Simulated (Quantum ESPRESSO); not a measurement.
**Collinear magnetic orders of CuO (Tenorite) with Quantum ESPRESSO**

Does CuO (Tenorite) prefer parallel or opposed moments, or none?

Calculated with Quantum ESPRESSO 7.5; PBE with U = 6 eV on Cu d (ortho-atomic projectors); plane waves with GBRV 1.5 PBE potentials, no spin-orbit coupling.

**1. Starting point**

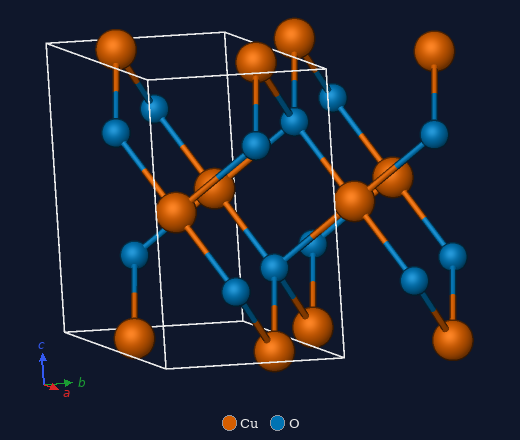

The cell as given, slightly off an axis (copper orange, oxygen blue). 1×2×1 cells are drawn. This picture shows the conventional cell, with its axes. Some periodic images of atoms are drawn too.

The cell comes from the Crystallography Open Database.

**2. Start 1: ferro ++**

The signs are those of the starting moments on the seeded atoms, the atoms that are given a moment.

pw.in reads:

```
&CONTROL
  calculation = 'scf'
  prefix = 'pwscf'
  outdir = './tmp'
  pseudo_dir = './pseudo'
  disk_io = 'nowf'
/
&SYSTEM
  ibrav = 0
  celldm(1) = 8
  nat = 4
  ntyp = 2
  ecutwfc = 40
  ecutrho = 280
  nbnd = 35
  occupations = 'smearing'
  smearing = 'fd'
  degauss = 0.00367493
  nspin = 2
  starting_magnetization(1) = 0.0526
  starting_magnetization(2) = 0
/
&ELECTRONS
  conv_thr = 8d-09
  electron_maxstep = 150
  mixing_beta = 0.3
/
ATOMIC_SPECIES
Cu     63.5460 cu_pbe_v1.2.uspp.F.UPF
O      15.9990 o_pbe_v1.2.uspp.F.UPF
CELL_PARAMETERS alat
   0.5531818906194   -0.4042360396340    0.0000000000000
   0.5531818906194    0.4042360396340    0.0000000000000
  -0.2007898793840    0.0000000000000    1.1947484912637
ATOMIC_POSITIONS crystal
Cu      0.0000000000    0.5000000000    0.0000000000
Cu      0.5000000000    0.0000000000    0.5000000000
O       0.5816000000    0.4184000000    0.2500000000
O       0.4184000000    0.5816000000    0.7500000000
K_POINTS automatic
8 8 8 0 0 0
HUBBARD {ortho-atomic}
U Cu-3d 6.0000
```

Started as:

```
OMP_NUM_THREADS=1 mpirun -n 4 pw.x -nk 4 -in pw.in > pw.out
```

Output:

```text
Program PWSCF v.7.5 starts

     Message from routine setup:
     using ibrav=0 with symmetry is DISCOURAGED, use correct ibrav instead

     K-points division:     npool     =       4
     Subspace diagonalization in iterative solution of the eigenvalue problem:

     G-vector sticks info
     --------------------
     sticks:   dense  smooth     PW     G-vecs:    dense   smooth      PW
     Sum         643     361    125                21647     9325    1767

     Using Slab Decomposition

     bravais-lattice index     =            0
     lattice parameter (alat)  =       8.0000  a.u.
     unit-cell volume          =     273.5769 (a.u.)^3
     number of atoms/cell      =            4
     number of atomic types    =            2
     number of electrons       =        50.00
     number of Kohn-Sham states=           35
     kinetic-energy cutoff     =      40.0000  Ry
     charge density cutoff     =     280.0000  Ry
     scf convergence threshold =      8.0E-09
     mixing beta               =       0.3000
     number of iterations used =            8  plain     mixing
     Exchange-correlation= SLA  PW   PBE  PBE
                           (   1   4   3   4   0   0   0)
     Hubbard projectors: ortho-atomic
     Hubbard parameters of DFT+U (Dudarev formulation) in eV:
     U(Cu-3d) =  6.0000

     Internal variables: lda_plus_u =T, lda_plus_u_kind = 0

     Internal variables: orbital_resolved =F, hub_pot_fix =F, apply_U = F

     celldm(1)=   8.000000  celldm(2)=   0.000000  celldm(3)=   0.000000
     celldm(4)=   0.000000  celldm(5)=   0.000000  celldm(6)=   0.000000

     crystal axes: (cart. coord. in units of alat)
               a(1) = (   0.553182  -0.404236   0.000000 )
               a(2) = (   0.553182   0.404236   0.000000 )
               a(3) = (  -0.200790   0.000000   1.194748 )

     reciprocal axes: (cart. coord. in units 2 pi/alat)
               b(1) = (  0.903862 -1.236901  0.151903 )
               b(2) = (  0.903862  1.236901  0.151903 )
               b(3) = ( -0.000000  0.000000  0.836996 )

     PseudoPot. # 1 for Cu read from file:
     cu_pbe_v1.2.uspp.F.UPF
     Pseudo is Ultrasoft + core correction, Zval = 19.0
     Generated by new atomic code, or converted to UPF format
     Using radial grid of  867 points,  6 beta functions with:
                l(1) =   0
                l(2) =   0
                l(3) =   1
                l(4) =   1
                l(5) =   2
                l(6) =   2
     Q(r) pseudized with  8 coefficients,  rinner =    1.150   1.150   1.150
                                                       1.150   1.150

     PseudoPot. # 2 for O  read from file:
     o_pbe_v1.2.uspp.F.UPF
     Pseudo is Ultrasoft + core correction, Zval =  6.0
     Generated by new atomic code, or converted to UPF format
     Using radial grid of  737 points,  5 beta functions with:
                l(1) =   0
                l(2) =   0
                l(3) =   1
                l(4) =   1
                l(5) =   2
     Q(r) pseudized with  8 coefficients,  rinner =    0.900   0.900   0.900
                                                       0.900   0.900

     atomic species   valence    mass     pseudopotential
     Cu               19.00    63.54600     Cu( 1.00)
     O                 6.00    15.99900     O ( 1.00)

     Starting magnetic structure
     atomic species   magnetization
     Cu              0.053
     O               0.000

      4 Sym. Ops., with inversion, found ( 2 have fractional translation)

   Cartesian axes

     site n.     atom                  positions (alat units)
         1        Cu     tau(   1) = (   0.2765909   0.2021180   0.0000000  )
         2        Cu     tau(   2) = (   0.1761960  -0.2021180   0.5973742  )
         3        O      tau(   3) = (   0.5029844  -0.0659713   0.2986871  )
         4        O      tau(   4) = (   0.4025895   0.0659713   0.8960614  )

     number of k points=   150  Fermi-Dirac smearing, width (Ry)=  0.0037

     Number of k-points >= 100: set verbosity='high' to print them.

     Dense  grid:    21647 G-vectors     FFT dimensions: (  30,  30,  54)

     Smooth grid:     9325 G-vectors     FFT dimensions: (  24,  24,  40)

     Check: negative core charge=   -0.000003
     Generating pointlists ...
     new r_m :   0.1901 (alat units)  1.5207 (a.u.) for type    1
     new r_m :   0.1901 (alat units)  1.5207 (a.u.) for type    2

     Initial potential from superposition of free atoms

     starting charge      48.0000, renormalised to      50.0000

     STARTING HUBBARD OCCUPATIONS:

     =================== HUBBARD OCCUPATIONS ===================
     ------------------------ ATOM    1 ------------------------
     Tr[ns(  1)] (up, down, total) =   5.00000  3.00000  8.00000
     Atomic magnetic moment for atom   1 =   2.00000
     [... lines left out ...]
     ------------------------ ATOM    2 ------------------------
     Tr[ns(  2)] (up, down, total) =   5.00000  3.00000  8.00000
     Atomic magnetic moment for atom   2 =   2.00000
     [... lines left out ...]
     Number of occupied Hubbard levels =   16.0000

     Atomic wfc used for Hubbard projectors are orthogonalized

     Starting wfcs are   34 randomized atomic wfcs +    1 random wfcs

     Self-consistent Calculation

     iteration #  1     ecut=    40.00 Ry     beta= 0.30
     Davidson diagonalization with overlap
     ethr =  1.00E-02,  avg # of iterations =  5.6

     =================== HUBBARD OCCUPATIONS ===================
     ------------------------ ATOM    1 ------------------------
     Tr[ns(  1)] (up, down, total) =   4.78403  3.73336  8.51739
     Atomic magnetic moment for atom   1 =   1.05067
     [... lines left out ...]
     ------------------------ ATOM    2 ------------------------
     Tr[ns(  2)] (up, down, total) =   4.78403  3.73336  8.51739
     Atomic magnetic moment for atom   2 =   1.05067
     [... lines left out ...]
     Number of occupied Hubbard levels =   17.0348

     total energy              =    -870.72626261 Ry
     estimated scf accuracy    <       3.63089018 Ry

     total magnetization       =     2.07 Bohr mag/cell
     absolute magnetization    =     2.54 Bohr mag/cell

     iteration #  2     ecut=    40.00 Ry     beta= 0.30
     Davidson diagonalization with overlap
     ethr =  7.26E-03,  avg # of iterations =  2.0

     total energy              =    -871.67823950 Ry
     estimated scf accuracy    <       0.88808813 Ry

     total magnetization       =     1.22 Bohr mag/cell
     absolute magnetization    =     1.29 Bohr mag/cell

     iteration #  3     ecut=    40.00 Ry     beta= 0.30
     Davidson diagonalization with overlap
     ethr =  1.78E-03,  avg # of iterations =  1.0

     total energy              =    -871.79419279 Ry
     estimated scf accuracy    <       0.06537624 Ry

     total magnetization       =     2.00 Bohr mag/cell
     absolute magnetization    =     2.06 Bohr mag/cell

     [... further iterations left out ...]

     iteration # 13     ecut=    40.00 Ry     beta= 0.30
     Davidson diagonalization with overlap
     ethr =  1.53E-09,  avg # of iterations =  1.0

     total energy              =    -871.81187539 Ry
     estimated scf accuracy    <       0.00000009 Ry

     total magnetization       =     2.00 Bohr mag/cell
     absolute magnetization    =     2.09 Bohr mag/cell

     iteration # 14     ecut=    40.00 Ry     beta= 0.30
     Davidson diagonalization with overlap
     ethr =  1.87E-10,  avg # of iterations =  2.0

     total energy              =    -871.81187548 Ry
     estimated scf accuracy    <          9.9E-09 Ry

     total magnetization       =     2.00 Bohr mag/cell
     absolute magnetization    =     2.09 Bohr mag/cell

     iteration # 15     ecut=    40.00 Ry     beta= 0.30
     Davidson diagonalization with overlap
     ethr =  1.99E-11,  avg # of iterations =  2.0

     total energy              =    -871.81187550 Ry
     estimated scf accuracy    <       0.00000001 Ry

     total magnetization       =     2.00 Bohr mag/cell
     absolute magnetization    =     2.09 Bohr mag/cell

     iteration # 16     ecut=    40.00 Ry     beta= 0.30
     Davidson diagonalization with overlap
     ethr =  1.99E-11,  avg # of iterations =  1.0

     Magnetic moment per site  (integrated on atomic sphere of radius R)
     atom   1 (R=0.190)  charge= 16.4254  magn=  0.7022
     atom   2 (R=0.190)  charge= 16.4254  magn=  0.7022
     atom   3 (R=0.190)  charge=  5.3814  magn=  0.2781
     atom   4 (R=0.190)  charge=  5.3814  magn=  0.2781

     End of self-consistent calculation

     =================== HUBBARD OCCUPATIONS ===================
     ------------------------ ATOM    1 ------------------------
     Tr[ns(  1)] (up, down, total) =   4.93798  4.25610  9.19408
     Atomic magnetic moment for atom   1 =   0.68188
     [... lines left out ...]
     ------------------------ ATOM    2 ------------------------
     Tr[ns(  2)] (up, down, total) =   4.93798  4.25610  9.19408
     Atomic magnetic moment for atom   2 =   0.68188
     [... lines left out ...]
     Number of occupied Hubbard levels =   18.3882

     Number of k-points >= 100: set verbosity='high' to print the bands.

     the Fermi energy is    11.8635 ev

!    total energy              =    -871.81187551 Ry
     estimated scf accuracy    <          5.2E-09 Ry
     smearing contrib. (-TS)   =      -0.00000517 Ry
     internal energy E=F+TS    =    -871.81187034 Ry

     The total energy is F=E-TS. E is the sum of the following terms:
     one-electron contribution =    -620.24181623 Ry
     hartree contribution      =     337.71568792 Ry
     xc contribution           =     -92.27547177 Ry
     ewald contribution        =    -497.16893300 Ry
     Hubbard energy            =       0.15866275 Ry

     total magnetization       =     2.00 Bohr mag/cell
     absolute magnetization    =     2.09 Bohr mag/cell

     convergence has been achieved in  16 iterations

=------------------------------------------------------------------------------=
   JOB DONE.
=------------------------------------------------------------------------------=
```

Run time: 35 s. Hardware: 4 MPI ranks of AMD EPYC 9R45, shared host; peak memory 0.58 GiB.

Spin moment in the atom's sphere by atom:

```tsv
atom	spin moment in the atom's sphere (μB)
Cu1	0.702
Cu2	0.702
O3	0.278
O4	0.278
```

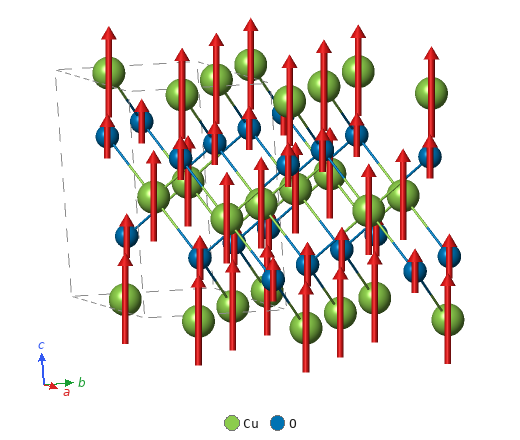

Spin moment in the atom's sphere as arrows, the longest 0.702 μB. Up and down stand for the sign. Arrows give size and sign along the axis of quantisation, drawn up and down the page. Each arrow also spans its atom, so small moments look longer than they are. 2×2×1 conventional cells are drawn. Some periodic images of atoms are drawn too.

This step gave:

| Quantity | Value |
| --- | --- |
| smearing term TS | 7.03e-5 eV |
| magnetization | 2 μB |
| absolute magnetization | 2.093 μB |
| final state | ferromagnetic |

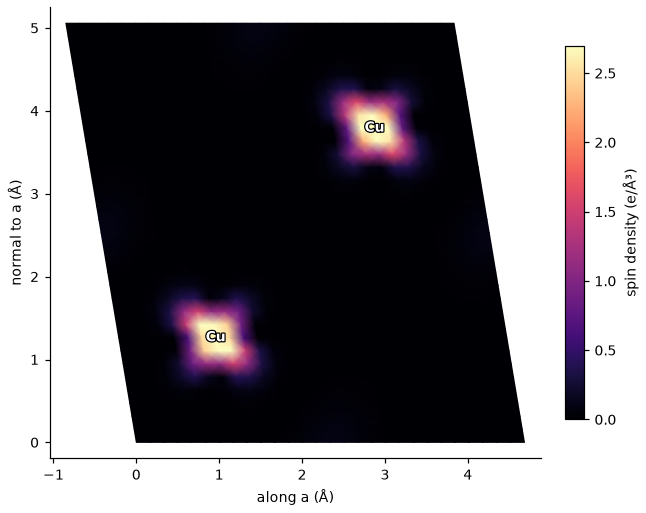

Spin density in the ac plane of the conventional cell at fractional y = 0.250, with atoms of Cu within 0.2 Å of it. The map starts off the cell's origin, so that atoms lie inside it.

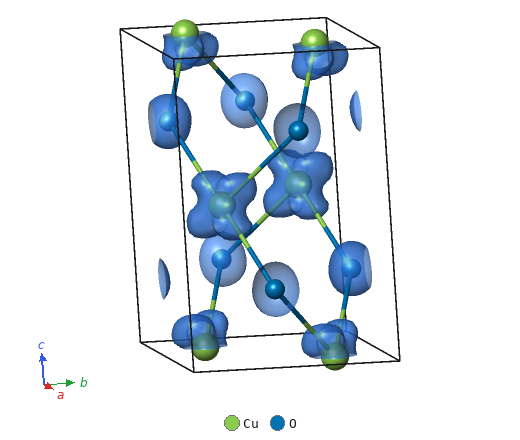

Surface of spin density = 0.25 e/Å³, which holds about 70 % of the integral of its size.

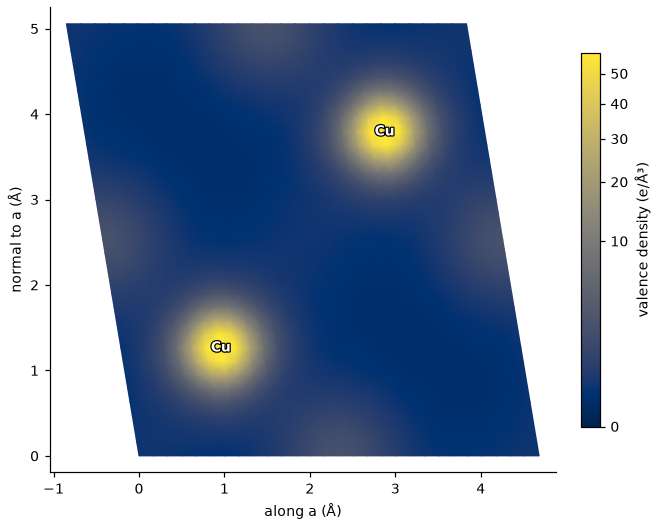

Valence density in the ac plane of the conventional cell at fractional y = 0.250, with atoms of Cu within 0.2 Å of it. It is the smooth field of the valence electrons, not physical close to the nuclei. The map starts off the cell's origin, so that atoms lie inside it. The colour scale is stretched toward low values.

[end of part 1 of 3]

[Logs and program files are shortened in this print: banners, set-up blocks, solver, clock and traceback lines can be left out without a mark of their own.]

[Logs are printed without paths, hosts, clocks, repeated set-up lines and the standing remarks that a program may print on its own settings, such as how far it seeks lower states.]

[Hosts, paths, dates, database ids (printed as entryN), source tags and the programs' standing remarks are cut or masked in the printed files.]

[Where a cell is said to come from a database of computed structures, the database is the Materials Project.]
